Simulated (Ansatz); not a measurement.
**C$_{2}$H$_{3}$InO: density, localisation and related maps**

The calculation's input:

```
crystal:
  periodic: [false, false, false]
  atoms:
    - symbol: C
      position_ang: [-0.599895, -0.516593, -0.760881]
    - symbol: C
      position_ang: [0.320788, -0.034327, -1.612943]
    - symbol: In
      position_ang: [1.056974, -1.576010, 1.805190]
    - symbol: O
      position_ang: [-0.395742, -1.058939, 0.426740]
    - symbol: H
      position_ang: [-1.664106, -0.472640, -1.051247]
    - symbol: H
      position_ang: [0.012431, 0.389977, -2.569566]
    - symbol: H
      position_ang: [1.390130, -0.051791, -1.378389]
basis:
  gaussian:
    orbitals: def2-TZVPD
hamiltonian:
  xc: pbe0
output: {forces: true, orbitals: {seedname: orbitals}}
```

Run with:

```sh
ansatz run input.yaml --threads 2 --pin off --max-ram 4350MiB --events-out events.jsonl --progress --plain --runs-dir runs
```

Geometry: PBE0-D3(BJ)/def2-SVP; core potentials replace the inner electrons of In.

Computed with isolated molecule in a Gaussian basis; Kohn-Sham density functional theory, functional PBE0 in Ansatz 0.2.0.

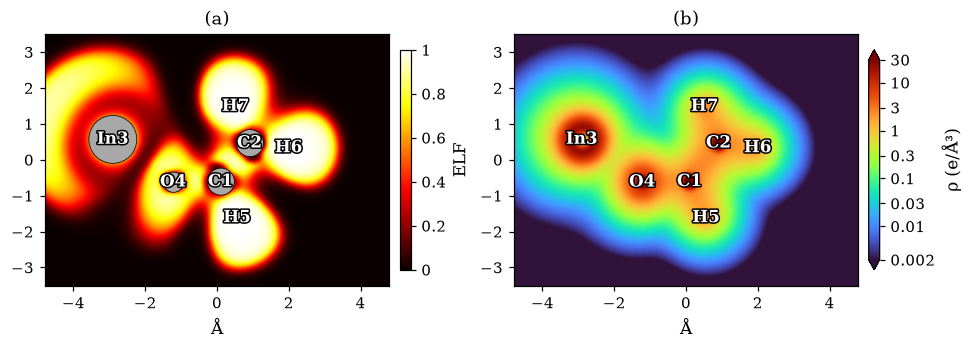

Figure 1. (a) electron localisation function; (b) electron density on the molecular plane. Grey discs cover the atomic cores in the ELF map.

> What does the map show?

- The plane passes through C, In, O and H nuclei.
- C–O (1.32 Å): ρ at the midpoint is about 2.5 e/Å³; the ELF peaks at about 0.90 between the atoms: a polar covalent bond.
- C–C (1.34 Å): ρ is about 2.3 e/Å³ halfway; the ELF peaks at about 0.95 between the atoms; a short, multiple covalent bond.
- In–O (2.07 Å): the density is about 0.62 e/Å³ at the midpoint; the ELF peaks at about 0.85 in the valence shell of O, 0.6 Å from its nucleus, and drops to about 0.15 between the two atoms.
- C–H (1.09 Å): ρ is about 2 e/Å³ halfway; the ELF climbs to about 1 towards the hydrogen, as it does in any bond to H; an ordinary covalent bond to hydrogen.
- The ELF also peaks beside O4, away from the bonds: lone-pair regions.

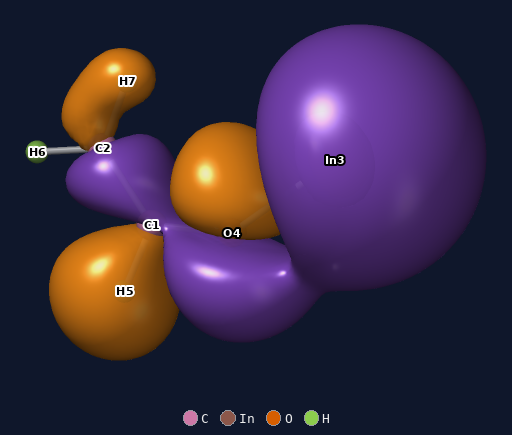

Figure 2. The HOMO−1 at ±0.06 Å⁻³ᐟ² (orange and purple are the two phases), seen at a tilt.

> Describe this orbital and give its energy.

It lies mainly on In3 (about 40 %), O4 (about 40 %), C1 (about 10 %) and H5 (about 5 %); it is symmetric in the molecular plane (an in-plane orbital: σ, lone-pair or in-plane π type). Its energy is −7.14 eV.
